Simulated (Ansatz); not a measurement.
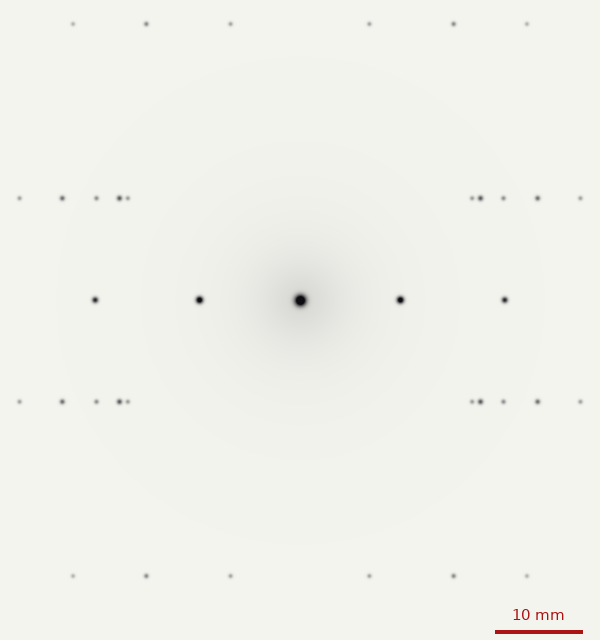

Simulated X-ray rotation photograph: Cu Kα radiation (λ = 1.5418 Å), cylindrical film of radius 30.0 mm unrolled, rotation axis vertical and normal to the beam, kinematic intensities without Lorentz or polarisation factors, the film spanning ±63° about the beam; spots down to d = 1.46 Å.

**What lattice repeat along the rotation axis do the layer lines give?**

The first layer line lies 11.7 mm from the equator, so tan ν = 0.390, sin ν = 0.363 and the period is λ/sin ν = 4.24 Å. Further lines follow at 31.7 mm.

The crystal is C, space group P6_3/mmc (No. 194), a = 2.449 Å, c = 8.058 Å (hexagonal axes). Structure: coordinates from a relaxation at fixed volume with Ansatz 0.2.0, DFT HSE06, scalar-relativistic, plane waves, PAW.

**About which axis was it rotated?**

About [210] (or an equivalent direction), whose length in the conventional cell is 4.242 Å.
